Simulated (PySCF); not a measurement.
O2S, SMILES `O=S=O`.

Computed with PySCF, CAM-B3LYP/def2-SVPD, geometry: GFN2-xTB. No frequency check shows the geometry to be a minimum. GFN2-xTB bond lengths at metals and heavier atoms can be off by up to 0.1 Å and shapes distorted, which carries into these values.

The calculation's input:

```python
import numpy as np
from pyscf import gto, scf, dft, tdscf
from pyscf.scf import atom_ks, atom_hf
from scipy.linalg import block_diag

def solve(mol, dm0=None, hcore=None):
    mf = (dft.UKS if mol.spin else dft.RKS)(mol, xc='camb3lyp')
    mf.grids.level = 3
    mf = mf.density_fit(auxbasis='def2-universal-jkfit')
    mf.conv_tol, mf.max_cycle = 1e-8, 80
    if hcore is not None:
        mf.get_hcore = lambda *args: hcore
    mf.kernel(dm0)
    if not mf.converged:
        mf = mf.newton().run(mf.mo_coeff, mf.mo_occ, max_cycle=30)
    assert mf.converged, 'SCF not converged'
    return mf

mol = gto.M(atom='''
O      1.21864    -0.37811     0.00000
S      0.00000     0.37811     0.00000
O     -1.21864    -0.37811     0.00000
''', basis='def2-svpd', charge=0, spin=0, verbose=4)
mf = solve(mol)
td = mf.TDA()
td.nstates, td.singlet, td.conv_tol = 4, True, 1e-5
td.kernel()
td.analyze()
x, y = np.array([p[0] for p in td.xy]), np.array([p[1] + 0 * p[0] for p in td.xy])
f, mu = td.oscillator_strength(), td.transition_dipole()
nto = [td.get_nto(state=i + 1, verbose=4) for i in range(len(td.e))]
# spherically averaged free atoms, for the promolecule
atm = atom_ks.get_atm_nrks(mol, xc='camb3lyp')
pro = block_diag(*[(atm[a[0]][2] * atm[a[0]][3]) @ atm[a[0]][2].T for a in mol._atom])
np.savez('result.npz', e=td.e, f=f, ok=td.converged, w=[n[0] for n in nto], nto=[n[1] for n in nto], x=x, y=y, c=mf.mo_coeff, occ=mf.mo_occ, eps=mf.mo_energy, pro=pro, mu=mu)
```

Run with:

```sh
OMP_NUM_THREADS=1 python input.py
```

The run took 29 s on 1 thread of AMD EPYC 7R43 64-Core Processor (Zen 3), on a shared host, peak memory 0.32 GiB.

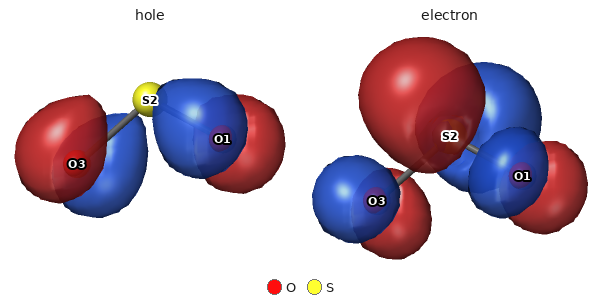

Leading natural transition orbital pair of S₃ (TDA singlet states); the surfaces enclose about 78 % of each orbital's density.

Give its energy and the atoms that hole and electron lie on.

6.72 eV (185 nm), f = 0.077; the leading pair carries 79 %; hole on O1 and O3 (42 % each) and S2 (17 %), electron on S2 (58 %) and O1 and O3 (21 % each) (shares are of the whole state, not of the leading pair alone); their centroids lie 0.5 Å apart. In canonical orbitals it is mainly HOMO−2 → LUMO (78 %). The HOMO–LUMO gap is 8.72 eV.
